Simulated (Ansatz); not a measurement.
## Run report: Si$_{2}$NH$_{6}$OF, nudged elastic band

Si$_{2}$NH$_{6}$OF, computed with RKS CAM-B3LYP-D4/def2-SVP (Ansatz 0.2.0).

One setting was made poor on purpose. It belongs to a series of runs on one base structure; here: band between the two ends. Figures and captions count atoms from 1; the log counts them from 0 in places.

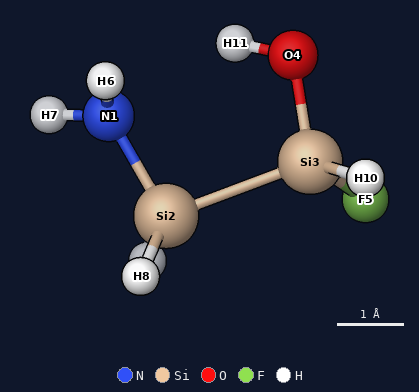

Figure 1. The input geometry (ball-and-stick view, seen at a tilt; atoms are numbered from 1 in the order of the input). Bond lengths as drawn: F–Si 1.62 Å, H–N 1.02 Å, H–O 0.97 Å, H–Si 1.48 to 1.50 Å, N–Si 1.76 Å, O–Si 1.65 Å and Si–Si 2.35 Å.

**The input**
```yaml
crystal:
  periodic: [false, false, false]
  atoms:
    - { symbol: "N", position_ang: [-1.438126, -0.360828, -0.649867] }
    - { symbol: Si, position_ang: [0.228771, -0.030086, -1.104098] }
    - { symbol: Si, position_ang: [1.162647, 0.223465, 1.034461] }
    - { symbol: O, position_ang: [-0.180052, 0.100576, 1.986751] }
    - { symbol: F, position_ang: [1.832348, 1.698768, 1.158082] }
    - { symbol: H, position_ang: [-1.641654, -1.278879, -0.261269] }
    - { symbol: H, position_ang: [-2.172871, -0.106999, -1.304954] }
    - { symbol: H, position_ang: [0.869671, -1.066511, -1.970256] }
    - { symbol: H, position_ang: [0.210416, 1.252445, -1.859015] }
    - { symbol: H, position_ang: [2.186821, -0.729384, 1.519742] }
    - { symbol: H, position_ang: [-0.99247, 0.240434, 1.471223] }
basis:
  gaussian: { orbitals: def2-SVP }
hamiltonian:
  xc: cam_b3lyp
  dispersion: d4
neb:
  order_check: false
  images: 5
  f_tol: 0.03
  max_iterations: 60
  initial_path: linear
  final_atoms:
    - { symbol: "N", position_ang: [-1.43899647, -0.35071763, -0.64683149] }
    - { symbol: Si, position_ang: [0.23053468, -0.03280764, -1.10366667] }
    - { symbol: Si, position_ang: [1.16440463, 0.22298562, 1.03447389] }
    - { symbol: O, position_ang: [-0.1770032, 0.08352711, 1.98635609] }
    - { symbol: F, position_ang: [1.81563519, 1.70634645, 1.16181139] }
    - { symbol: H, position_ang: [-2.17026756, -0.08473247, -1.30128369] }
    - { symbol: H, position_ang: [-1.65250668, -1.27183256, -0.27063434] }
    - { symbol: H, position_ang: [0.86590828, -1.07913689, -1.9621575] }
    - { symbol: H, position_ang: [0.21859235, 1.2449315, -1.86674144] }
    - { symbol: H, position_ang: [2.19951241, -0.71914785, 1.51704387] }
    - { symbol: H, position_ang: [-0.99031262, 0.22358536, 1.47242989] }
```

Run on 2 threads of Intel Xeon (Sapphire Rapids), 16 GiB of memory available, shared host.

Run as:
```bash
ansatz run input.yaml --threads 2 --pin off --max-ram 3072MiB --backend cpu --events-out ev --progress --plain --runs-dir out
```

**Output**
```
Engine: ansatz 0.2.0, x86_64-unknown-linux-gnu
Functional definition: CAM-B3LYP
  parameter alpha = 0.19
  parameter beta = 0.46
  parameter omega = 0.33/bohr
  parameter ac = 0.81
  exchange = (1 - alpha - beta)*b88_x + beta*b88_x_sr(omega) + alpha*exact_x + beta*exact_x_lr(omega)
  correlation = (1 - ac)*vwn5_c + ac*lyp_c
1106 factors; integrals over basis functions are off by at most 3.3e-4 eV
399 factors; integrals over basis functions are off by at most 5.6e-7 eV
mean field evaluation 1: about -22090.4711 eV, gradient 6.7e1 eV
mean field evaluation 2: about -22085.3367 eV, gradient 8.5e1 eV
mean field evaluation 4: about -22098.4905 eV, gradient 3.2e0 eV
mean field evaluation 8: about -22098.5166 eV, gradient 7.5e-2 eV
mean field evaluation 16: about -22098.5167 eV, gradient 1.6e-5 eV
mean field -22098.51665895 eV, -812.1055083038 hartree, gradient 1.6e-5 eV, S^2 0.000000; 0 other end points of the search recorded, 0 dependent functions left out
the calculation of the forces begins
reference -22098.51679074 eV, -812.1055131469 hartree; 29, 29 occupied and 79, 79 virtual orbitals, 1106 factors
1106 factors; integrals over basis functions are off by at most 3.8e-4 eV
399 factors; integrals over basis functions are off by at most 5.7e-7 eV
mean field evaluation 32: about -22098.5165 eV, gradient 1.6e-5 eV
mean field -22098.51646762 eV, -812.1055012724 hartree, gradient 1.6e-5 eV, S^2 0.000000; 0 other end points of the search recorded, 0 dependent functions left out
[... from here on the field's lines of each further geometry are left out, up to the last ...]
NEB iter   1: max|band force component| = 1.669e0 eV/Å  barrier→ = 0.7641 eV  barrier← = 0.7639 eV  Δτ_max = 0.2000 Å  (188 SCF iters)
NEB iter   2: max|band force component| = 1.045e0 eV/Å  barrier→ = 0.4399 eV  barrier← = 0.4397 eV  Δτ_max = 0.2000 Å  (144 SCF iters)
NEB iter   3: max|band force component| = 8.197e-1 eV/Å  barrier→ = 0.2884 eV  barrier← = 0.2883 eV  Δτ_max = 0.1294 Å  (139 SCF iters)
NEB iter   4: max|band force component| = 4.286e-1 eV/Å  barrier→ = 0.2069 eV  barrier← = 0.2068 eV  CI = image 3  Δτ_max = 0.1494 Å  (133 SCF iters)
NEB iter   5: max|band force component| = 4.037e-1 eV/Å  barrier→ = 0.1744 eV  barrier← = 0.1743 eV  CI = image 3  Δτ_max = 0.0969 Å  (141 SCF iters)
NEB iter   6: max|band force component| = 2.482e-1 eV/Å  barrier→ = 0.1601 eV  barrier← = 0.1600 eV  CI = image 3  Δτ_max = 0.1404 Å  (127 SCF iters)
NEB iter   7: max|band force component| = 2.651e-1 eV/Å  barrier→ = 0.1509 eV  barrier← = 0.1508 eV  CI = image 3  Δτ_max = 0.0468 Å  (142 SCF iters)
NEB iter   8: max|band force component| = 1.011e-1 eV/Å  barrier→ = 0.1491 eV  barrier← = 0.1489 eV  CI = image 3  Δτ_max = 0.0683 Å  (132 SCF iters)
NEB iter   9: max|band force component| = 7.634e-2 eV/Å  barrier→ = 0.1485 eV  barrier← = 0.1484 eV  CI = image 3  Δτ_max = 0.0285 Å  (128 SCF iters)
the calculation of the forces begins
reference -22098.49785697 eV, -812.1048173439 hartree; 29, 29 occupied and 79, 79 virtual orbitals, 1106 factors
1106 factors; integrals over basis functions are off by at most 5.3e-4 eV
399 factors; integrals over basis functions are off by at most 6.0e-7 eV
mean field -22098.37589148 eV, -812.1003351947 hartree, gradient 4.8e-5 eV, S^2 0.000000; 1 other end points of the search recorded, 0 dependent functions left out
the calculation of the forces begins
reference -22098.37602270 eV, -812.1003400170 hartree; 29, 29 occupied and 79, 79 virtual orbitals, 1106 factors
NEB iter  10: max|band force component| = 2.781e-2 eV/Å  barrier→ = 0.1480 eV  barrier← = 0.1479 eV  CI = image 3  Δτ_max = 0.0000 Å  (265 SCF iters)
```

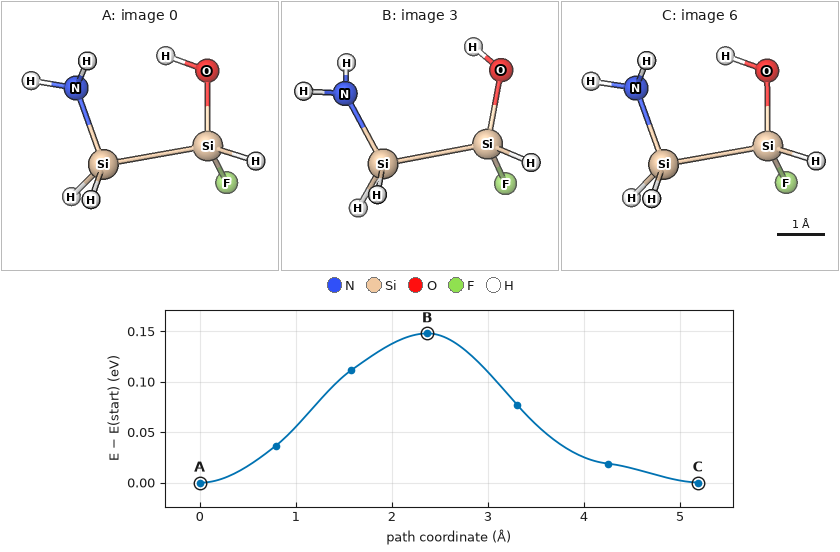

Figure 2. Images of the last band (counted from 0; ball-and-stick, seen at a tilt) above the energy along the path; the line is a cubic interpolation that uses the forces. The highest image is number 3, 0.148 eV above the start and 0.148 eV above the end (the climbing image); start and end have the same energy. The path is 5.18 Å long. The band converged in 10 iterations.

```
Total energy: -22098.58175054 eV, -812.1079003756 hartree
Atom 0 at    -1.493864    -0.576919    -0.888767 Å, force    -0.024782     0.003731     0.000338 eV/Å
Atom 1 at     0.085068     0.108973    -1.119799 Å, force    -0.020738    -0.001648     0.007731 eV/Å
Atom 2 at     1.171667     0.155907     0.968318 Å, force     0.004683    -0.014707    -0.015726 eV/Å
Atom 3 at     0.180737    -0.307125     2.206719 Å, force    -0.010194     0.000468     0.001927 eV/Å
Atom 4 at     1.682360     1.680433     1.217044 Å, force    -0.003067     0.009520     0.003872 eV/Å
Atom 5 at    -2.140287    -0.175568    -0.218240 Å, force     0.015448     0.005259     0.006475 eV/Å
Atom 6 at    -2.006460    -0.939277    -1.686672 Å, force     0.027667     0.005196    -0.002755 eV/Å
Atom 7 at     0.818051    -0.792841    -2.052298 Å, force     0.007974    -0.006960    -0.005280 eV/Å
Atom 8 at     0.126388     1.481024    -1.719768 Å, force    -0.002001    -0.001285    -0.005248 eV/Å
Atom 9 at     2.361313    -0.721017     1.069183 Å, force     0.002151     0.001942     0.000089 eV/Å
Atom 10 at    -0.719472     0.029409     2.245081 Å, force     0.002859    -0.001515     0.008578 eV/Å
Dipole moment:    -0.621137    -0.083050    -0.224193 e Å
this run last wrote the band of iteration 10 to [file]
```

**The last band as extended XYZ (Å, eV, eV/Å)**
```
11
Properties=species:S:1:pos:R:3:forces:R:3 image=0 energy=-22098.72964
N    -1.4381   -0.3608   -0.6499   -0.0032   0.0010   0.0113
Si    0.2288   -0.0301   -1.1041    0.0048   0.0020  -0.0080
Si    1.1626    0.2235    1.0345    0.0064  -0.0055   0.0000
O    -0.1801    0.1006    1.9868   -0.0018   0.0071  -0.0085
F     1.8323    1.6988    1.1581   -0.0035  -0.0005   0.0013
H    -1.6417   -1.2789   -0.2613   -0.0015  -0.0015  -0.0006
H    -2.1729   -0.1070   -1.3050    0.0009  -0.0006  -0.0046
H     0.8697   -1.0665   -1.9703    0.0010   0.0005   0.0014
H     0.2104    1.2524   -1.8590   -0.0003   0.0002   0.0008
H     2.1868   -0.7294    1.5197   -0.0006  -0.0002  -0.0006
H    -0.9925    0.2404    1.4712   -0.0021  -0.0025   0.0075
11
Properties=species:S:1:pos:R:3:forces:R:3 image=1 energy=-22098.69323
N    -1.4755   -0.3690   -0.7912   -0.0097   0.0138   0.0163
Si    0.1754    0.0446   -1.1565    0.0000  -0.0034   0.0020
Si    1.1264    0.1653    0.9850   -0.0011  -0.0016   0.0035
O    -0.1081   -0.0433    2.0692   -0.0021   0.0099  -0.0128
F     1.8101    1.6255    1.1856    0.0092   0.0060  -0.0001
H    -1.6488   -1.0587   -0.0670    0.0273  -0.0475  -0.0040
H    -2.1616   -0.4602   -1.5345   -0.0044   0.0396   0.0158
H     0.9203   -0.9184   -2.0293   -0.0033  -0.0055   0.0027
H     0.1965    1.3594   -1.8562   -0.0026  -0.0037  -0.0028
H     2.1513   -0.8464    1.3296   -0.0006   0.0017   0.0096
H    -0.9204    0.4443    1.8862   -0.0129  -0.0092  -0.0303
11
Properties=species:S:1:pos:R:3:forces:R:3 image=2 energy=-22098.61798
N    -1.4490   -0.5548   -0.9325    0.0016   0.0020   0.0146
Si    0.1308    0.0939   -1.1794   -0.0013  -0.0044  -0.0113
Si    1.1099    0.1335    0.9565   -0.0057  -0.0218  -0.0078
O    -0.0234   -0.1822    2.1251   -0.0214   0.0112  -0.0266
F     1.7412    1.6116    1.2032    0.0031   0.0036   0.0057
H    -1.8606   -0.6276   -0.0118    0.0275  -0.0561   0.0273
H    -2.0983   -0.7941   -1.6713   -0.0019   0.0234  -0.0063
H     0.9342   -0.7698   -2.0955    0.0121   0.0118  -0.0124
H     0.1567    1.4657   -1.7746   -0.0041   0.0067  -0.0009
H     2.1908   -0.8550    1.1774   -0.0142  -0.0127   0.0049
H    -0.7668    0.4216    2.2236    0.0045   0.0363   0.0128
11
Properties=species:S:1:pos:R:3:forces:R:3 image=3 energy=-22098.58162
N    -1.4939   -0.5769   -0.8888   -0.0248   0.0037   0.0003
Si    0.0851    0.1090   -1.1198   -0.0207  -0.0016   0.0077
Si    1.1717    0.1559    0.9683    0.0047  -0.0147  -0.0157
O     0.1807   -0.3071    2.2067   -0.0102   0.0005   0.0019
F     1.6824    1.6804    1.2170   -0.0031   0.0095   0.0039
H    -2.1403   -0.1756   -0.2182    0.0154   0.0053   0.0065
H    -2.0065   -0.9393   -1.6867    0.0277   0.0052  -0.0028
H     0.8181   -0.7928   -2.0523    0.0080  -0.0070  -0.0053
H     0.1264    1.4810   -1.7198   -0.0020  -0.0013  -0.0052
H     2.3613   -0.7210    1.0692    0.0022   0.0019   0.0001
H    -0.7195    0.0294    2.2451    0.0029  -0.0015   0.0086
11
Properties=species:S:1:pos:R:3:forces:R:3 image=4 energy=-22098.65282
N    -1.5066   -0.4449   -0.6825   -0.0159   0.0374   0.0300
Si    0.0918    0.1512   -1.0860   -0.0178  -0.0114   0.0002
Si    1.2370    0.1883    0.9646    0.0167   0.0054   0.0061
O     0.1837   -0.3896    2.0977   -0.0231  -0.0244  -0.0341
F     1.6402    1.7169    1.3374   -0.0060   0.0269   0.0077
H    -2.1708    0.1964   -0.2578    0.0093   0.0574  -0.0073
H    -1.9921   -0.9967   -1.3852    0.0272  -0.0187   0.0410
H     0.6893   -0.8358   -2.0291   -0.0166  -0.0216   0.0171
H     0.1106    1.4901   -1.7512    0.0115  -0.0084  -0.0195
H     2.4966   -0.5904    1.0357    0.0182   0.0271   0.0106
H    -0.7141   -0.5424    1.7771   -0.0034  -0.0697  -0.0516
11
Properties=species:S:1:pos:R:3:forces:R:3 image=5 energy=-22098.71064
N    -1.4994   -0.2954   -0.4925    0.0059   0.0096   0.0069
Si    0.0900    0.2181   -1.0773   -0.0046  -0.0015  -0.0050
Si    1.3055    0.1170    0.9290   -0.0073  -0.0123  -0.0063
O     0.1743   -0.5744    1.9070   -0.0124  -0.0199  -0.0123
F     1.6586    1.6243    1.4246    0.0057   0.0197   0.0072
H    -2.2634    0.3683   -0.5862   -0.0032   0.0046  -0.0057
H    -1.8282   -1.2154   -0.7741    0.0094  -0.0062   0.0119
H     0.5790   -0.7002   -2.1470   -0.0087  -0.0045   0.0031
H    -0.0249    1.5928   -1.6389    0.0068   0.0038  -0.0036
H     2.5749   -0.6417    1.0037    0.0018   0.0061   0.0037
H    -0.7007   -0.5505    1.4726    0.0065   0.0005   0.0002
11
Properties=species:S:1:pos:R:3:forces:R:3 image=6 energy=-22098.72950
N    -1.4401   -0.3441   -0.6479   -0.0140  -0.0100  -0.0090
Si    0.2303   -0.0294   -1.1038    0.0067  -0.0001   0.0009
Si    1.1652    0.2158    1.0352   -0.0068   0.0061   0.0032
O    -0.1765    0.0768    1.9867    0.0129   0.0015   0.0012
F     1.8208    1.6968    1.1678    0.0027  -0.0025   0.0005
H    -2.1706   -0.0736   -1.3013    0.0031   0.0039  -0.0004
H    -1.6562   -1.2660   -0.2751    0.0096   0.0008   0.0045
H     0.8625   -1.0744   -1.9662   -0.0064   0.0021  -0.0014
H     0.2220    1.2512   -1.8622    0.0016  -0.0004   0.0018
H     2.1976   -0.7311    1.5141   -0.0012  -0.0017   0.0003
H    -0.9895    0.2211    1.4734   -0.0082   0.0004  -0.0015
```

**Summary**

```json
{"quantity": "outcome", "value": "converged"}
{"quantity": "barrier, forward", "value": "0.148 eV"}
{"quantity": "barrier, backward", "value": "0.148 eV"}
{"quantity": "wall time", "value": "1.9 min (CPU time 3.7 min)"}
{"quantity": "peak memory", "value": "0.32 GiB"}
```

**Notes**

A deliberately poor setting: straight start. The order of the saddle point was not checked.
